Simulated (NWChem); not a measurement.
# CH3Cl (chloromethane): r2SCAN/6-311++G(3df,3pd)

Aim: the electronic atomisation energy of CH3Cl (chloromethane) at r2SCAN/6-311++G(3df,3pd), from 4 runs. 

The calculation is run with NWChem 7.3.0.

8 further runs of the same task are left out: 1 that didn't finish, 7 set aside as unsound or not needed.

## 1. The system as given

CH3Cl has 5 atoms, charge 0, and is taken as a singlet. As SMILES, `CCl`. Geometry: relaxed at PBE0-D4/def2-TZVP.

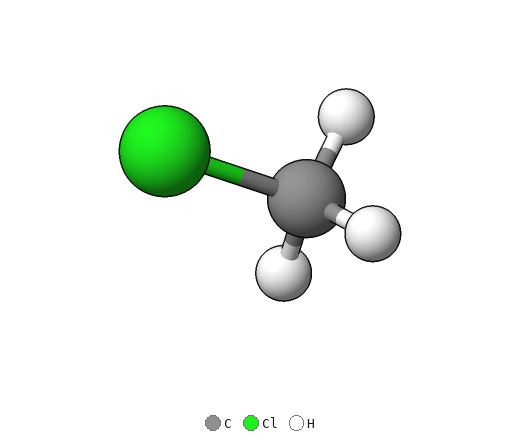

Viewed from a chosen angle; carbon grey, chlorine green, hydrogen white.

## 2. The energy at r2SCAN/6-311++G(3df,3pd) (run 1)

Contents of ch3cl.nw:

```
start ch3cl
memory stack 880 mb heap 220 mb global 1100 mb

geometry units angstroms noautosym nocenter noautoz
  C    -0.120900    0.010000    0.051300
  Cl    1.469400   -0.290800   -0.672500
  H    -0.284800   -0.715400    0.844700
  H    -0.880000   -0.097100   -0.720100
  H    -0.133800    1.019700    0.455100
end

basis spherical bse
  * library "6-311++G(3df,3pd)"
end

dft
  xc r2scan
  grid fine
  convergence energy 1e-08
  maxiter 100
  mulliken
  noprint "final vectors analysis"
end

task dft energy
```

Command:

```bash
$ nwchem ch3cl.nw > ch3cl.out
```

Standard output:

```text
[...]
          Wavefunction type:  closed shell.
          No. of atoms     :     5
          No. of electrons :    26
[...]
          Charge           :     0
          Spin multiplicity:     1
[...]
          AO basis - number of functions:   140
[...]
              XC Information
              --------------
                      r^2SCAN Method XC Functional
               r^2SCAN metaGGA Exchange Functional  1.000
                     r^2SCAN Correlation Potential  1.000
[...]
 d= 0,ls=0.0,diis     1   -500.0545620394 -5.52D+02  3.84D-03  6.49D-01     3.8
[...]
 d= 0,ls=0.0,diis     8   -500.0790761032  2.31D-09  1.03D-06  5.25D-08    24.8
         Total DFT energy =     -500.079076103199
      One electron energy =     -790.700500057635
           Coulomb energy =      273.804914184659
    Exchange-Corr. energy =      -34.721781116954
 Nuclear repulsion energy =       51.538290886730
[...]
      Total Density - Mulliken Population Analysis
     ---------------------------------------------
    Atom       Charge   Shell Charges
 -----------   ------   -------------------------------------------------------
    1 C    6     5.99   1.11  0.88  0.62  0.76  1.40  0.41  0.67  0.05 -0.03  0.00  0.03  0.09  0.00
    2 Cl  17    17.16   0.78  1.19  0.90  1.08  0.98  1.16  7.41 -1.51  1.08  2.93  1.17 -0.00 -0.07  0.00  0.03  0.04  0.00
    3 H    1     0.95   0.27  0.54  0.10  0.01  0.00  0.03 -0.00  0.00
    4 H    1     0.95   0.27  0.54  0.10  0.01  0.00  0.03 -0.00  0.00
    5 H    1     0.95   0.27  0.54  0.10  0.01  0.00  0.03 -0.00  0.00
[...]
```

Run time: 26 s. Hardware: 1 thread of Intel Xeon 6975P-C (Granite Rapids), shared host; peak memory 0.11 GiB.

## 3. The C atom, same level (run 2)

Contents of c.xyz:

```xyz
1
C
C      0.000000     0.000000     0.000000
```

Contents of c.nw:

```
start c
title "C"
memory stack 880 mb heap 220 mb global 1100 mb
geometry noautosym nocenter noautoz
  load format xyz c.xyz
end
basis "ao basis" spherical bse
  C library "6-311++G(3df,3pd)"
end
dft
  xc r2scan
  mult 3
  grid fine
  convergence energy 1e-08
  iterations 100
  mulliken
  noprint "final vectors analysis"
end
task dft
```

Run the same way, it converges to -37.83108 Eh (log not shown).

Run 3 isn't shown in full; the table further down has it.

## 4. The H atom at the same level (run 4)

Contents of h.nw:

```
start h
title "H energy"
memory total 2200 mb
charge 0
geometry noautosym nocenter noautoz
  H     0.000000    0.000000    0.000000
end
basis spherical bse
  * library "6-311++G(3df,3pd)"
end
dft
  xc r2scan
  mult 2
  grid fine
  convergence energy 1e-08
  iterations 100
  mulliken
  noprint "final vectors analysis"
end
task dft energy
```

Run the same way, it converges to -0.49999 Eh (log not shown).

## 5. Overview of the runs

```tsv
run	level	partner	energy (Eh)	wall time
1	r2SCAN/6-311++G(3df,3pd)	base	-500.079076	26 s
2	U-r2SCAN/6-311++G(3df,3pd)	atoms	-37.831081	1.4 s
3	U-r2SCAN/6-311++G(3df,3pd)	atoms	-460.116371	2.7 s
4	U-r2SCAN/6-311++G(3df,3pd)	atoms	-0.499993	0.7 s
```

## 6. What came out

At r2SCAN/6-311++G(3df,3pd):

| quantity | value |
| --- | --- |
| H atom: total energy | -0.49999 Eh |
| H atom: ⟨S²⟩ | 0.750 |
| electronic atomisation energy | 17.188 eV |

What this shows: Taking the molecule apart into free atoms costs 17.19 eV (1658 kJ/mol), before zero-point energy and without spin-orbit coupling. All runs together took 30 s, the longest 26 s.
